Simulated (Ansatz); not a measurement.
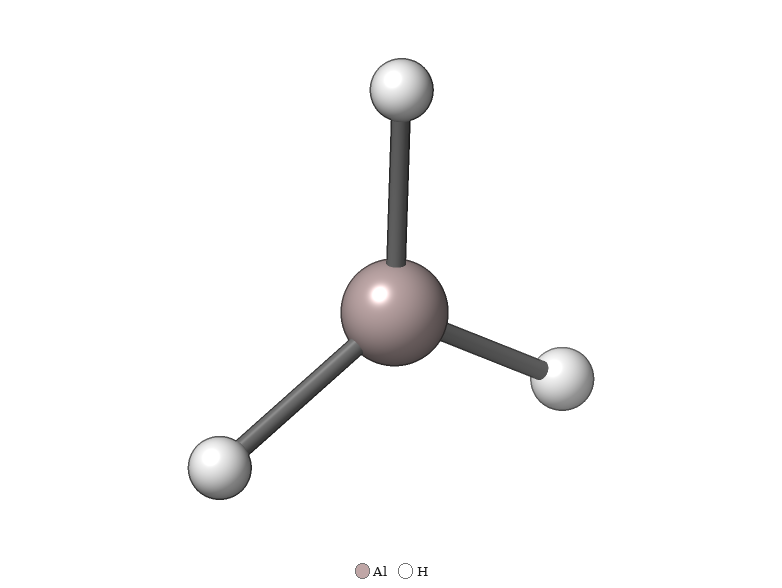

Rendered structure (ball-and-stick style).

The computed structure is the end point of a PBE0-D4/def2-TZVP optimisation.

Question: Which formula does it have?

Answer: AlH₃, 4 atoms: 1 aluminium and 3 hydrogen.

Question: Count the bonded pairs by element.

Answer: 3 Al–H. Sticks follow a distance rule.

Question: How many atoms are distinct by symmetry?

Answer: 2: 1 Al, 3 H.

Question: What is the point group of this geometry?

Answer: D3h.
